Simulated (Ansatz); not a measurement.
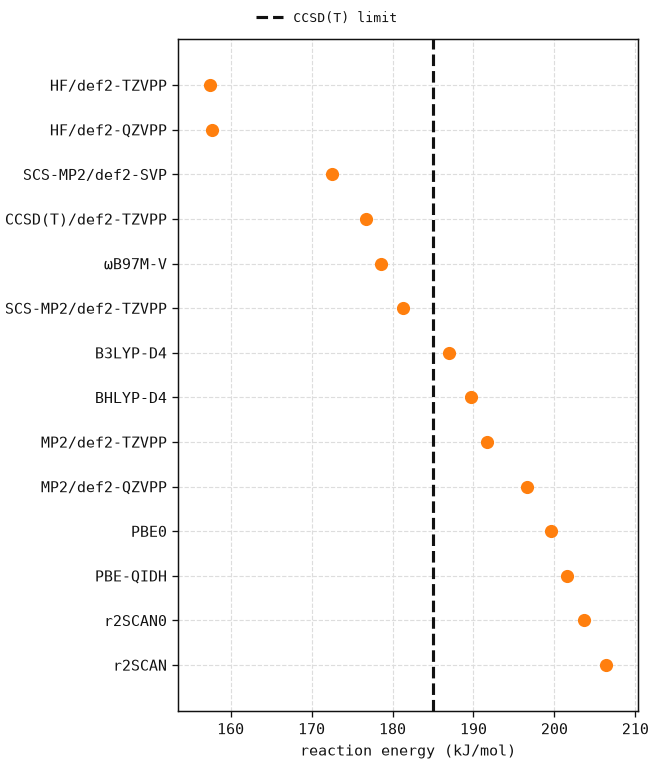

Electronic reaction energy of Si₂NH₆OF (N[SiH](F)[SiH2]O) → SiNH₄OF (N[SiH](O)F) + SiH₂ ([SiH2]) [singlet] (SMILES in brackets) at several levels (functionals in def2-TZVPP unless a basis is named), isolated molecules at PBE0-D4 triple-zeta geometries, minima by their frequencies, no zero-point or thermal terms, the Ansatz code 0.2.0. The line is frozen-core CCSD(T) at the basis limit (MP2 extrapolated from triple and quadruple zeta, plus CCSD(T) less MP2 in a smaller set). PBE-QIDH holds a correlation term that converges slowly with the basis, so part of the distance to the limit is basis error. No dispersion term is added to PBE0, PBE-QIDH, r2SCAN0 and r2SCAN. The distance of SCS-MP2/def2-SVP, CCSD(T)/def2-TZVPP, SCS-MP2/def2-TZVPP, MP2/def2-TZVPP and MP2/def2-QZVPP to the limit includes basis error. The limit lies 8.4 kJ/mol from CCSD(T)/def2-TZVPP, so the line itself is uncertain by a part of that.

Which level comes closest to the line (CCSD(T) limit), and which misses most?

Answer. Closest B3LYP-D4 (187.0 kJ/mol), against 185.0 kJ/mol; farthest HF/def2-TZVPP (157.5 kJ/mol).

What do zero-point energy and temperature add?

Answer. Zero-point change −15.1 kJ/mol; at 298.15 K and 1 bar the CCSD(T) limit plus thermal terms gives an enthalpy of reaction of 173.2 and a free energy of 131.1 kJ/mol (harmonic PBE0-D4 modes, ideal gas).

Known limits of this run: one conformer of each flexible molecule.
